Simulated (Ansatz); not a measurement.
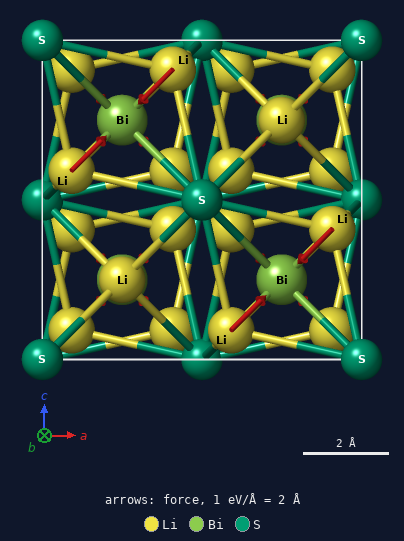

Starting geometry of crystalline Li$_{5}$BiS (a generated structure, set up in F-43m) (coarse preliminary run) with the computed forces as red arrows. Style: ball-and-stick. Shown: the conventional cell (4 times the calculation's cell), along the b axis. Lengths and directions refer to the drawn axes.

These are results of DFT PBE, scalar-relativistic, plane waves, PAW in Ansatz, not measurements. Set-up: plane-wave cutoff 420 eV; k-point mesh 4 × 4 × 4; occupations gaussian; smearing width 0.1 eV; no spin polarisation; cell and atoms relaxed; force threshold 0.04 eV/Å; at most 70 steps.

Q: Is this structure relaxed? If not, where do the atoms go?

A: It isn't relaxed: the largest force vector, on Li atoms, is 0.72 eV/Å. The atoms end up moving mostly along the starting forces (cosine between the two patterns 1.00). Over 7 accepted moves (9 points after the start) the energy falls by 5.988 eV per cell of the calculation. The largest force component goes from 0.42 to 0.0065 eV/Å. Pressure: 28.43 GPa at the start and −0.18 GPa at the end. The SCF was repeated twice at an unchanged geometry on a basis and grid sized afresh for the cell, which shifted the energy by 0.282 eV per cell of the calculation at most. The largest moves relative to the cell, 0.14 Å, are those of Li atoms. S and Bi stay in place. Cell: a = b = c 7.577 → 9.747 Å (+28.6 %). Volume +112.9 %. Some distances before and after: Bi–S 3.281 → 4.220 Å, Li–S 3.281 → 4.220 Å, Li–S 3.246 → 4.136 Å, Li–Li 1.964 → 2.750 Å. The space group stays F-43m (No. 216). Cost: 32 s on 1 thread of Arm Neoverse V1, with other jobs on the host, peak memory 0.42 GiB.
